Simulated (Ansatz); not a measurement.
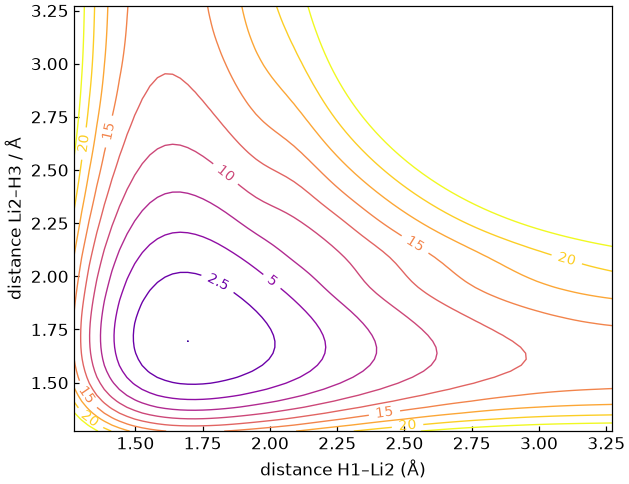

Energy landscape of the system H + LiH, spin multiplicity 2. The first coordinate is: distance H1–Li2; the second: distance Li2–H3. Nothing is relaxed (the angle H1–Li2–H3 is fixed at 100 degrees). The scan uses a 17 × 17 grid; 153 points were computed and 136 follow by symmetry. All energies are given in kcal/mol relative to the lowest grid point. Level of theory: Ansatz, UKS PBE-D4/aug-cc-pVTZ.

The picture shows contour lines labelled in kcal/mol (none above 22.5). Between grid points the surface is interpolated. 

### Where are the wells?

The lowest grid point is at distance H1–Li2 = 1.713 Å, distance Li2–H3 = 1.713 Å. No other kind of well shows on this grid. The highest grid point, distance H1–Li2 = 3.272 Å, distance Li2–H3 = 3.272 Å, lies 47.8 kcal/mol above the lowest. Round the minimum the two coordinates are weakly coupled (coupling 0.06 in units of the two stiffnesses).

The input of one point:

```yaml
crystal:
  periodic: [false, false, false]
  atoms:
    - { symbol: H, position_ang: [-1.713, 0.0, 0.0] }
    - { symbol: Li, position_ang: [0.0, 0.0, 0.0] }
    - { symbol: H, position_ang: [0.297459, 1.686976, 0.0] }
magnetization:
  spin_polarized: true
  initial_magnetization: 1
basis:
  gaussian: { orbitals: aug-cc-pVTZ }
hamiltonian:
  xc: pbe
  dispersion: d4
output:
  forces: true
```

The whole map (153 points run) took 3.5 min on 1 thread of INTEL(R) XEON(R) PLATINUM 8581C CPU @ 2.30GHz (Emerald Rapids), with other jobs on the host.
